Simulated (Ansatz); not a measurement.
Start from this file.

```
Ga As
1.0
     5.60338    0.00000    0.00000
     0.00000    5.60338    0.00000
     0.00000    0.00000    5.60338
Ga As
4 4
Direct
  0.00000 0.00000 0.00000
  0.00000 0.50000 0.50000
  0.50000 0.00000 0.50000
  0.50000 0.50000 0.00000
  0.25000 0.25000 0.25000
  0.25000 0.75000 0.75000
  0.75000 0.25000 0.75000
  0.75000 0.75000 0.25000
```

Q: Say what kind of structure these coordinates give.

A: It has the composition GaAs. The lattice is face-centred cubic and the space group F-43m (No. 216). This arrangement goes by the name zinc blende (sphalerite type). Atoms per cell: 8 (4 Ga, 4 As). The Ga atoms are each bonded to four As in a tetrahedral arrangement at 2.43 Å. Each As atom has four Ga in a tetrahedral arrangement at 2.43 Å around it. The bonds build a three-dimensional framework.

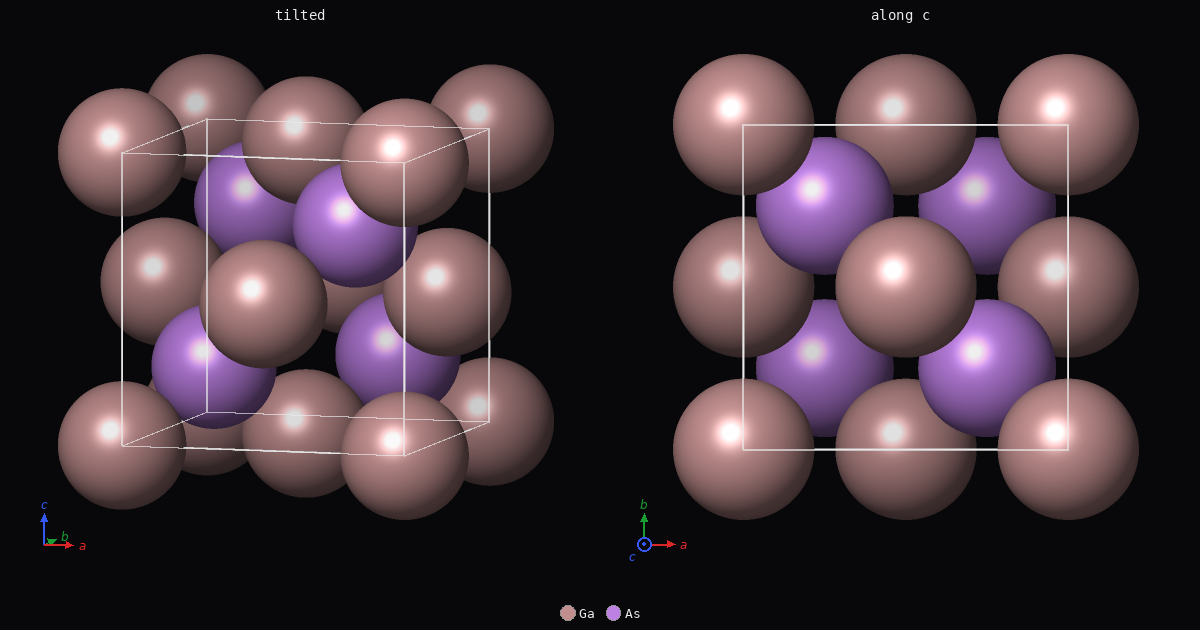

Structure drawing (space-filling), viewed slightly off an axis and along the c axis. Thin lines show the conventional unit cell, with boundary atoms drawn in all their periodic places. Colours: gallium pink, arsenic purple.

Starting structure: a structure listed in the Materials Project. Earlier steps of the study may have refined or changed the cell and positions. A calculation with Ansatz used it as input.
